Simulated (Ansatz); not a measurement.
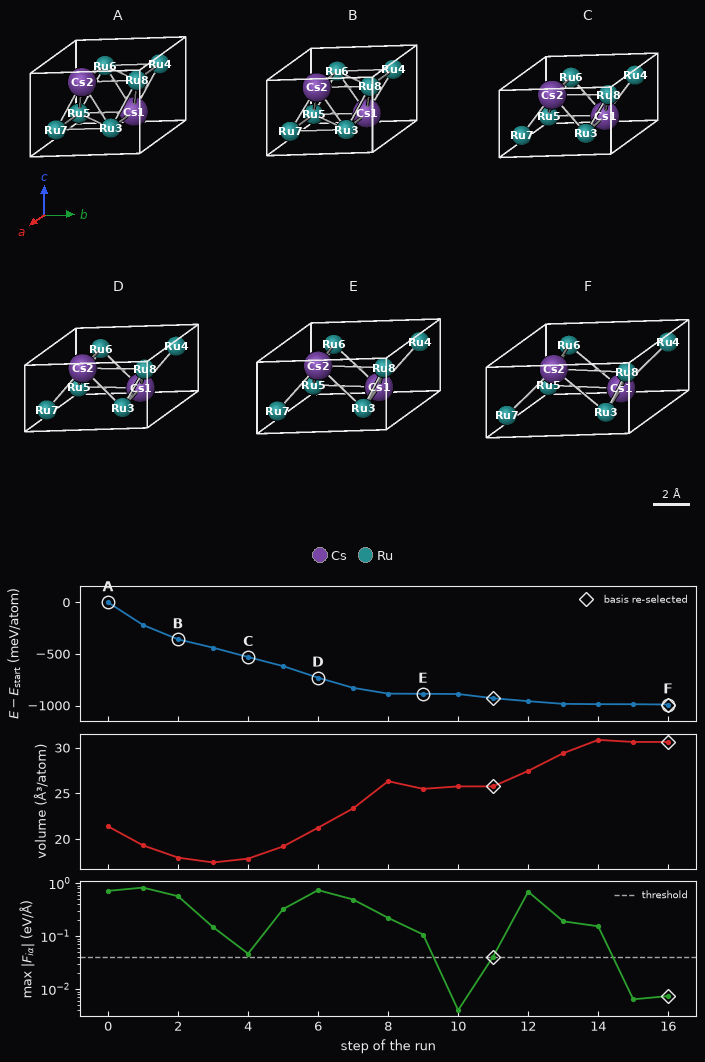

Frames of a relaxation of a crystal of CsRu$_{3}$ (built on the Ni3Sn (D0_19)_194 type) (coarse preliminary run), marked on the history of the run. Style: ball-and-stick. Shown: the cell of the calculation, slightly off an axis.

Case: Ni3Sn (D0_19) type (P6_3/mmc, No. 194).

All numbers below come from DFT PBE, scalar-relativistic, plane waves, PAW in Ansatz. (plane-wave cutoff 420 eV; k-point mesh 3 × 3 × 4; occupations gaussian; smearing width 0.1 eV; no spin polarisation; cell and atoms relaxed; force threshold 0.04 eV/Å; at most 70 steps)

Question: What happens along the run?

Answer: Over 14 accepted moves (16 points after the start) the energy falls by 990 meV per atom. The largest force component goes from 0.72 to 0.0074 eV/Å. The pressure goes from −14.81 to 0.18 GPa. At 2 points the geometry stayed and the basis and grid were re-selected for the new cell (energy shift of 40.9 meV per atom at most each time). The largest moves relative to the cell, 0.92 Å, are those of Ru3, Ru4, Ru5, Ru6, Ru7 and Ru8. Ru5 goes along [−2 −1 0]. Cs stays in place. Cell: a = b 6.268 → 8.155 Å (+30.1 %), c 5.031 → 4.257 Å (−15.4 %). Volume +43.2 %. Near-neighbour distances that change, for instance: Ru3–Ru5 3.128 → 5.665 Å, Cs1–Ru3 3.134 → 4.179 Å, Cs1–Ru4 3.096 → 3.902 Å, Cs1–Cs1 5.031 → 4.257 Å. The space group stays P6_3/mmc (No. 194). The run took 2.1 min on 1 thread of Intel(R) Xeon(R) Platinum 8375C CPU @ 2.90GHz (Ice Lake), on a shared host, peak memory 0.6 GiB. From step 0 to 2: Ru atoms move most (0.11 Å), volume −16.0 %, energy −358 meV per atom. From step 2 to 4: Ru atoms move most (0.16 Å), volume −0.6 %, energy −172 meV per atom. From step 4 to 6: Ru atoms move most (0.18 Å), volume +19.0 %, energy −200 meV per atom. From step 6 to 9: Ru atoms move most (0.20 Å), volume +20.0 %, energy −156 meV per atom. From step 9 to 16: Ru atoms move most (0.14 Å), volume +20.2 %, energy −104 meV per atom.

```csv
step,"E − E(0), meV/atom","largest force component, eV/Å","pressure, GPa","volume, Å³/atom",note
0,0.00,0.7202,-14.81,21.393,
1,-219.61,0.8305,-10.51,19.312,
2,-358.40,0.5708,-2.74,17.974,
3,-439.23,0.1487,6.50,17.442,
4,-529.91,0.0468,11.10,17.859,
5,-617.92,0.3259,7.52,19.198,
6,-730.06,0.7442,5.15,21.249,
7,-828.44,0.4949,7.85,23.364,
8,-884.54,0.2224,-1.89,26.341,
9,-886.26,0.1077,0.79,25.501,
10,-888.13,0.0040,-0.02,25.773,
11,-929.06,0.0414,2.56,25.773,"same geometry, new basis"
12,-957.70,0.6947,3.75,27.471,
13,-983.63,0.1915,0.31,29.404,
14,-986.64,0.1543,0.24,30.868,
15,-987.10,0.0064,0.00,30.642,
16,-990.00,0.0074,0.18,30.642,"same geometry, new basis"
```
